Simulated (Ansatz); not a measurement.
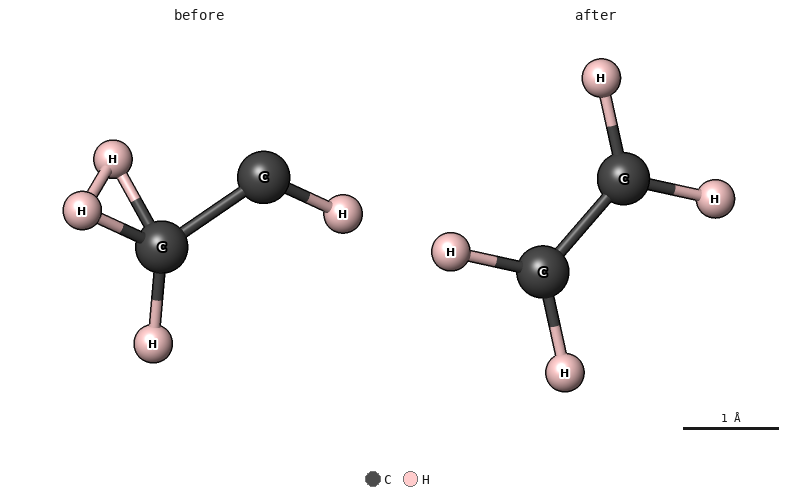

The structure of C2H4 before (left) and after (right) a relaxation, at one scale.

Style: ball-and-stick. Shown at a tilt.

It is one of the separated reactants of a reaction.

All numbers below come from RKS PBE-D4/def2-SVP (Ansatz 0.2.0). Settings: force threshold 0.03 eV/Å; at most 250 steps.

Question: Summarise the run.

Answer: The atom that moves furthest after the best rigid fit is an H atom (1.29 Å). Largest moves by element: H 1.29 Å, C 0.40 Å. Among the contacts that change: H–H 0.904 → 2.500 Å, C–H 1.060 → 2.137 Å, C–H 1.607 → 1.102 Å, C–H 1.085 → 1.102 Å. New bonds form: C–H (1.61 → 1.10 Å). Bonds break: C–H (1.06 → 2.14 Å). After 20 accepted moves (21 points after the start) the energy has fallen by 130.1 kcal/mol. The largest force component goes from 5.5 to 0.0014 eV/Å. The line search rejected the trial step at point 7 of the run.
